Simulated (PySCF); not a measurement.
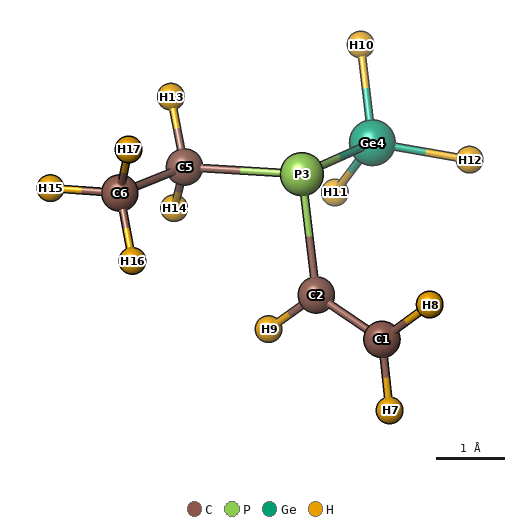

Fig. 1: The structure as given in the input (ball-and-stick view, seen at a tilt; atoms are numbered from 1 in the order of the input). Sticks mark near contacts. Bond lengths as drawn: C–C 1.35 to 1.51 Å, C–H 1.07 to 1.11 Å, C–P 1.82 to 1.85 Å, Ge–H 1.47 to 1.52 Å and Ge–P 2.33 Å.

## C4H11GeP: geometry relaxation

System: C4H11GeP, SMILES C=C[P]([GeH3])CC.
Method: PBE0-D3(BJ)/def2-SVP geometry optimisation, gas phase (PySCF 2.14.0).

### Output
```
step   0  E = -2576.31320529  max force = 0.036636
step   1  E = -2576.31952454  max force = 0.007243
step   2  E = -2576.32004530  max force = 0.001013
step   3  E = -2576.32011352  max force = 0.000696
step   4  E = -2576.32019519  max force = 0.001707
step   5  E = -2576.32029866  max force = 0.001921
step   6  E = -2576.32035775  max force = 0.000921
step   7  E = -2576.32039383  max force = 0.000427
step   8  E = -2576.32040244  max force = 0.000322
optimisation converged
```

### Trajectory as extended XYZ (Å, eV, eV/Å), 9 frames, from step=0 to step=8
```
17
Properties=species:S:1:pos:R:3:forces:R:3 step=0 energy=-70105.05314
C     2.1397   -1.2496   -1.0870   -1.8839   0.9280  -0.0670
C     0.9410   -0.6659   -0.8475    1.6844  -0.6826   0.7294
P     0.4823   -0.0065    0.7850    0.2802   0.4005   0.0759
Ge    0.9334    2.2172    0.2463   -0.9215  -0.1430   0.3783
C    -1.3537    0.0430    0.5558   -0.4170   0.2884   0.8567
C    -1.9571   -1.3349    0.7217    0.0437   0.4569   0.1942
H     2.3886   -1.6096   -2.0651    0.2162  -0.3156  -0.7626
H     2.8845   -1.3146   -0.3279    0.7375  -0.1564   0.8182
H     0.1912   -0.5840   -1.6032   -0.6428  -0.0127  -0.9906
H     0.4500    3.1503    1.3471   -0.1655   0.1239   0.4485
H     0.2280    2.7319   -0.9928   -0.3165  -0.0780  -0.5492
H     2.3687    2.4937    0.0687    1.3513   0.0026  -0.1342
H    -1.7864    0.7298    1.3193    0.2541  -0.1652  -0.2266
H    -1.6166    0.4641   -0.4094   -0.0907   0.2548  -0.5763
H    -3.0391   -1.3155    0.6028   -0.4150  -0.0003  -0.0627
H    -1.5442   -2.0080   -0.0117    0.2294  -0.6449  -0.5401
H    -1.7270   -1.7296    1.7083    0.0563  -0.2564   0.4080
17
Properties=species:S:1:pos:R:3:forces:R:3 step=1 energy=-70105.22509
C     2.2199   -1.0056   -1.1899    0.2807  -0.2498   0.0697
C     0.9777   -0.6287   -0.8825   -0.2904   0.2712  -0.1612
P     0.4944   -0.0136    0.7728   -0.0388  -0.0452   0.0576
Ge    0.8316    2.2341    0.3039    0.2201   0.2153  -0.1230
C    -1.3677   -0.0338    0.5981    0.0541   0.0297  -0.1761
C    -1.9420   -1.4322    0.7495    0.0123  -0.0983  -0.0214
H     2.4924   -1.3303   -2.2019   -0.0341   0.0626   0.0870
H     3.0156   -1.0285   -0.4294   -0.1198   0.0270  -0.1467
H     0.1998   -0.6167   -1.6678    0.1503  -0.0627   0.1321
H     0.3121    3.1149    1.4727    0.0608  -0.1055  -0.1172
H     0.0806    2.6458   -0.9979    0.1181  -0.0436   0.1685
H     2.3649    2.4653    0.1176   -0.3724  -0.0357   0.0425
H    -1.7679    0.6313    1.3778   -0.0261   0.0519   0.0586
H    -1.6564    0.4066   -0.3752    0.0066  -0.0335   0.0920
H    -3.0382   -1.4252    0.6380    0.0198  -0.0083   0.0068
H    -1.5331   -2.1210   -0.0092   -0.0324   0.0383   0.0275
H    -1.7018   -1.8541    1.7373   -0.0089  -0.0134   0.0034
17
Properties=species:S:1:pos:R:3:forces:R:3 step=2 energy=-70105.23926
C     2.2085   -1.0334   -1.1806   -0.0296  -0.0521   0.0002
C     0.9751   -0.6088   -0.8870   -0.0072   0.0449   0.0090
P     0.4924    0.0032    0.7694   -0.0046   0.0074   0.0105
Ge    0.8323    2.2540    0.3023    0.0330   0.0125  -0.0261
C    -1.3686   -0.0305    0.5966    0.0124   0.0025  -0.0105
C    -1.9273   -1.4386    0.7435    0.0140  -0.0159   0.0022
H     2.4693   -1.3625   -2.1911    0.0177   0.0012   0.0016
H     3.0016   -1.0675   -0.4252   -0.0189   0.0088  -0.0140
H     0.2039   -0.6013   -1.6713    0.0307  -0.0004   0.0012
H     0.3132    3.1219    1.4665   -0.0062  -0.0031   0.0169
H     0.0946    2.6703   -0.9898    0.0040   0.0005  -0.0059
H     2.3445    2.4885    0.1249   -0.0304  -0.0052   0.0059
H    -1.7728    0.6286    1.3831   -0.0036  -0.0101   0.0000
H    -1.6664    0.4108   -0.3704   -0.0067  -0.0034   0.0110
H    -3.0236   -1.4437    0.6383   -0.0020   0.0021   0.0042
H    -1.5171   -2.1162   -0.0221   -0.0047   0.0081  -0.0043
H    -1.6781   -1.8663    1.7269    0.0020   0.0023  -0.0016
17
Properties=species:S:1:pos:R:3:forces:R:3 step=3 energy=-70105.24112
C     2.1962   -1.0549   -1.1774   -0.0046  -0.0018   0.0354
C     0.9730   -0.5968   -0.8915    0.0018  -0.0328  -0.0066
P     0.4922    0.0151    0.7655    0.0180   0.0247  -0.0060
Ge    0.8296    2.2676    0.3007   -0.0310  -0.0147   0.0019
C    -1.3683   -0.0279    0.5977    0.0054  -0.0077   0.0146
C    -1.9143   -1.4419    0.7393    0.0029  -0.0030  -0.0004
H     2.4659   -1.3900   -2.1833   -0.0246   0.0026  -0.0151
H     2.9795   -1.1039   -0.4145    0.0205  -0.0034   0.0185
H     0.2079   -0.5779   -1.6798   -0.0085   0.0266  -0.0248
H     0.3068    3.1281    1.4687   -0.0071   0.0022   0.0113
H     0.0951    2.6867   -0.9911   -0.0062   0.0054  -0.0157
H     2.3379    2.5048    0.1283    0.0358   0.0042  -0.0014
H    -1.7744    0.6226    1.3905   -0.0002  -0.0085  -0.0018
H    -1.6753    0.4159   -0.3645   -0.0025   0.0054  -0.0065
H    -3.0112   -1.4552    0.6421   -0.0026   0.0013   0.0041
H    -1.5043   -2.1098   -0.0347   -0.0011  -0.0009  -0.0056
H    -1.6544   -1.8741    1.7178    0.0040   0.0004  -0.0018
17
Properties=species:S:1:pos:R:3:forces:R:3 step=4 energy=-70105.24334
C     2.1745   -1.0931   -1.1617   -0.0206   0.0324  -0.0559
C     0.9695   -0.5768   -0.9000    0.0185  -0.0878   0.0798
P     0.4945    0.0360    0.7577    0.0208   0.0479  -0.0230
Ge    0.8228    2.2913    0.2963   -0.0844  -0.0361   0.0289
C    -1.3654   -0.0242    0.6009   -0.0107  -0.0184   0.0428
C    -1.8891   -1.4482    0.7300   -0.0128   0.0148  -0.0071
H     2.4407   -1.4316   -2.1673    0.0157  -0.0164  -0.0098
H     2.9423   -1.1804   -0.3872    0.0183  -0.0114   0.0290
H     0.2203   -0.5256   -1.7011   -0.0192   0.0502  -0.0370
H     0.2914    3.1389    1.4706   -0.0033   0.0069  -0.0053
H     0.0915    2.7137   -0.9963   -0.0092   0.0076  -0.0133
H     2.3282    2.5360    0.1318    0.0761   0.0126  -0.0063
H    -1.7735    0.6096    1.4059   -0.0022  -0.0028  -0.0018
H    -1.6889    0.4264   -0.3524    0.0053   0.0128  -0.0198
H    -2.9871   -1.4756    0.6490   -0.0009  -0.0003   0.0038
H    -1.4815   -2.0976   -0.0605    0.0028  -0.0088  -0.0037
H    -1.6085   -1.8904    1.6981    0.0057  -0.0032  -0.0013
17
Properties=species:S:1:pos:R:3:forces:R:3 step=5 energy=-70105.24616
C     2.1454   -1.1490   -1.1497   -0.0131   0.0595   0.0039
C     0.9740   -0.5537   -0.9019   -0.0057  -0.0988   0.0072
P     0.4998    0.0647    0.7537    0.0660   0.0290  -0.0061
Ge    0.8070    2.3227    0.2919   -0.0648  -0.0419   0.0286
C    -1.3594   -0.0192    0.6084   -0.0233  -0.0374   0.0284
C    -1.8563   -1.4549    0.7177   -0.0219   0.0286  -0.0124
H     2.4106   -1.4874   -2.1560    0.0006  -0.0155  -0.0003
H     2.8875   -1.3034   -0.3604    0.0155  -0.0091   0.0211
H     0.2509   -0.4392   -1.7208   -0.0235   0.0562  -0.0288
H     0.2570    3.1575    1.4671   -0.0009   0.0098  -0.0139
H     0.0820    2.7428   -1.0056   -0.0073   0.0040  -0.0053
H     2.3123    2.5847    0.1410    0.0519   0.0136  -0.0046
H    -1.7713    0.5928    1.4281    0.0047   0.0034  -0.0017
H    -1.7002    0.4413   -0.3342    0.0096   0.0115  -0.0193
H    -2.9551   -1.4998    0.6560    0.0015   0.0001   0.0029
H    -1.4520   -2.0806   -0.0933    0.0053  -0.0079   0.0003
H    -1.5505   -1.9110    1.6717    0.0054  -0.0050   0.0001
17
Properties=species:S:1:pos:R:3:forces:R:3 step=6 energy=-70105.24777
C     2.1063   -1.2049   -1.1307    0.0143   0.0159  -0.0059
C     0.9736   -0.5280   -0.9155    0.0264  -0.0473  -0.0145
P     0.5147    0.0891    0.7440    0.0224   0.0095   0.0002
Ge    0.7883    2.3503    0.2847   -0.0066  -0.0167   0.0171
C    -1.3453   -0.0164    0.6206   -0.0396  -0.0231   0.0131
C    -1.8208   -1.4612    0.7020   -0.0139   0.0277  -0.0088
H     2.3915   -1.5519   -2.1290   -0.0215   0.0070  -0.0065
H     2.7983   -1.4285   -0.3120    0.0009  -0.0053   0.0037
H     0.2925   -0.3306   -1.7563    0.0068   0.0138   0.0092
H     0.2220    3.1717    1.4610    0.0004   0.0137  -0.0111
H     0.0599    2.7656   -1.0134   -0.0022  -0.0044   0.0022
H     2.2928    2.6391    0.1382   -0.0059   0.0070  -0.0002
H    -1.7533    0.5702    1.4604   -0.0006   0.0067  -0.0021
H    -1.7057    0.4613   -0.3067    0.0114   0.0029  -0.0025
H    -2.9201   -1.5196    0.6666    0.0027   0.0008   0.0007
H    -1.4280   -2.0590   -0.1354    0.0043  -0.0030   0.0041
H    -1.4849   -1.9388    1.6353    0.0009  -0.0051   0.0011
17
Properties=species:S:1:pos:R:3:forces:R:3 step=7 energy=-70105.24875
C     2.1172   -1.1998   -1.1364    0.0076  -0.0070   0.0072
C     0.9813   -0.5335   -0.9082   -0.0150   0.0175  -0.0219
P     0.5177    0.0825    0.7513    0.0189  -0.0168   0.0144
Ge    0.7856    2.3430    0.2879    0.0108   0.0013   0.0022
C    -1.3436   -0.0175    0.6214   -0.0149  -0.0080  -0.0039
C    -1.8292   -1.4580    0.7046   -0.0011   0.0082  -0.0021
H     2.3898   -1.5369   -2.1416    0.0031   0.0013   0.0043
H     2.8185   -1.4273   -0.3265   -0.0046   0.0008  -0.0055
H     0.2974   -0.3323   -1.7459    0.0008  -0.0011   0.0070
H     0.2142    3.1722    1.4563    0.0002   0.0026  -0.0057
H     0.0570    2.7485   -1.0134   -0.0009  -0.0057   0.0014
H     2.2892    2.6384    0.1410   -0.0121   0.0040   0.0015
H    -1.7523    0.5751    1.4568    0.0021   0.0056  -0.0005
H    -1.6953    0.4600   -0.3095    0.0048  -0.0005   0.0005
H    -2.9286   -1.5092    0.6624    0.0008   0.0000  -0.0005
H    -1.4346   -2.0617   -0.1278    0.0008  -0.0004   0.0015
H    -1.5024   -1.9351    1.6415   -0.0016  -0.0019   0.0002
17
Properties=species:S:1:pos:R:3:forces:R:3 step=8 energy=-70105.24898
C     2.1213   -1.1959   -1.1388   -0.0022  -0.0075   0.0042
C     0.9831   -0.5342   -0.9080   -0.0030   0.0165  -0.0081
P     0.5207    0.0771    0.7540    0.0033  -0.0163   0.0065
Ge    0.7851    2.3379    0.2897    0.0090   0.0060  -0.0023
C    -1.3415   -0.0184    0.6220   -0.0031   0.0022  -0.0013
C    -1.8335   -1.4564    0.7056    0.0028   0.0000   0.0011
H     2.3950   -1.5291   -2.1448    0.0017   0.0004   0.0013
H     2.8233   -1.4240   -0.3297   -0.0017   0.0025  -0.0030
H     0.2974   -0.3320   -1.7437    0.0016  -0.0022   0.0023
H     0.2110    3.1703    1.4544   -0.0009   0.0000  -0.0006
H     0.0543    2.7366   -1.0124   -0.0002  -0.0045   0.0000
H     2.2870    2.6390    0.1409   -0.0063   0.0022   0.0015
H    -1.7491    0.5776    1.4556    0.0002   0.0017  -0.0008
H    -1.6885    0.4597   -0.3103    0.0007  -0.0015   0.0004
H    -2.9329   -1.5027    0.6601   -0.0004  -0.0004  -0.0011
H    -1.4389   -2.0631   -0.1246   -0.0001   0.0007  -0.0002
H    -1.5119   -1.9340    1.6440   -0.0017   0.0003  -0.0001
```

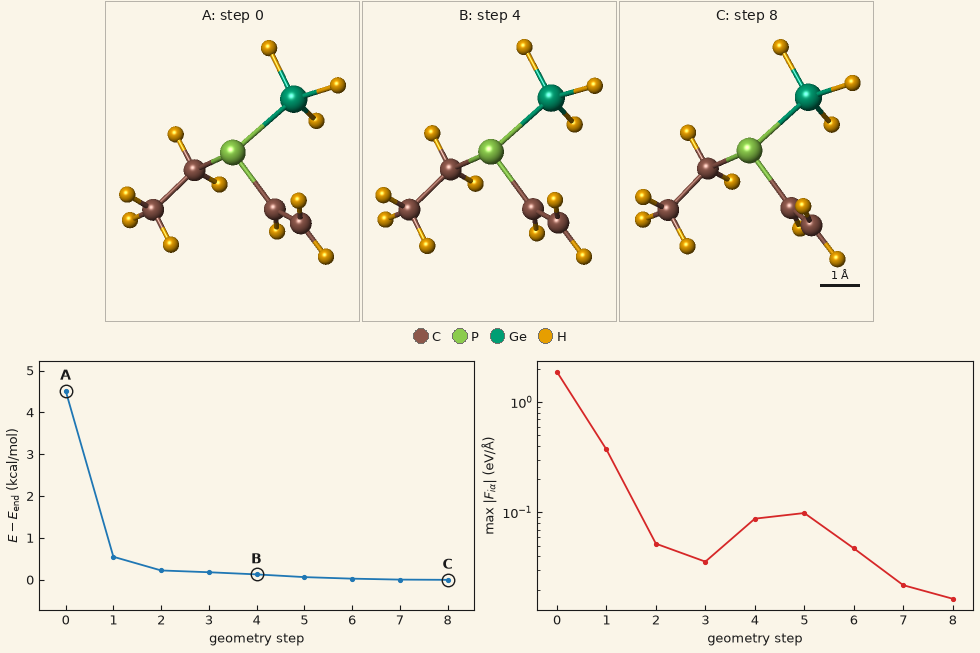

Fig. 2: Frames of the relaxation (ball-and-stick view, seen at a tilt) above the curves, on which the letters mark them (steps are counted from 0).

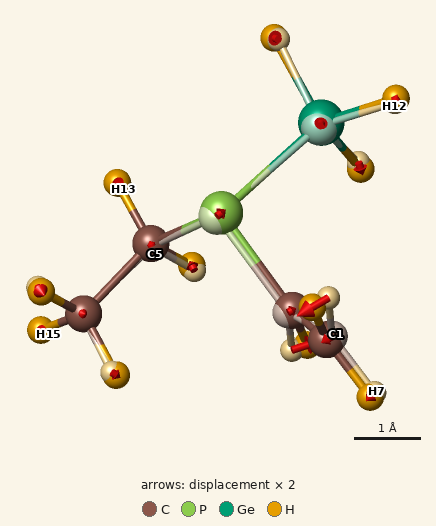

Fig. 3: Start (faint) and end (solid) with the displacements as red arrows, magnified 2 times (ball-and-stick view, seen at a tilt). The two geometries are laid on each other by the best rigid fit. Over 8 geometry steps the energy falls by 4.52 kcal/mol. Largest force component: 1.9 eV/Å at the start, 0.017 eV/Å at the end. H8 moves most after the best rigid fit: 0.29 Å. By element the largest moves are H 0.29 Å, Ge 0.10 Å, C 0.10 Å, P 0.09 Å. Among the contacts that change: Ge4–H12 1.472 → 1.539 Å, C1–H8 1.065 → 1.095 Å, Ge4–H11 1.516 → 1.546 Å, C6–H16 1.078 → 1.101 Å. Among the angles that change: H10–Ge4–H11 103.6° → 108.7°, P3–Ge4–H12 113.3° → 108.7°, P3–Ge4–H11 115.0° → 111.4°. (Atoms are counted from 1 in the order of the input.)

This output came from the following input.

### Input
```
{"job": {"xc": "PBE0", "basis": "def2-SVP", "d3": "d3bj", "grid": 1, "shake": 0.01, "kind": "geom"}, "charge": 0, "multiplicity": 1}
C      2.139730    -1.249570    -1.087020
C      0.941030    -0.665900    -0.847510
P      0.482290    -0.006500     0.784970
Ge     0.933430     2.217220     0.246270
C     -1.353670     0.042950     0.555760
C     -1.957110    -1.334910     0.721670
H      2.388630    -1.609590    -2.065100
H      2.884480    -1.314610    -0.327890
H      0.191170    -0.583980    -1.603190
H      0.449990     3.150310     1.347110
H      0.228040     2.731900    -0.992820
H      2.368700     2.493750     0.068690
H     -1.786420     0.729830     1.319300
H     -1.616570     0.464110    -0.409380
H     -3.039080    -1.315540     0.602750
H     -1.544160    -2.008020    -0.011720
H     -1.726990    -1.729600     1.708290
```

The first line tells a small driver script what to run in PySCF; the rest is the geometry in Å.

Run as:
```bash
OMP_NUM_THREADS=1 python <driver script> task.json out
```

### Summary

- outcome: converged
- total energy: −2576.320402 hartree
- dipole moment: 1.17 D
- point group: C1
- hardware: 1 CPU thread, shared host
- wall time: 2.2 min
- peak memory: 0.66 GiB
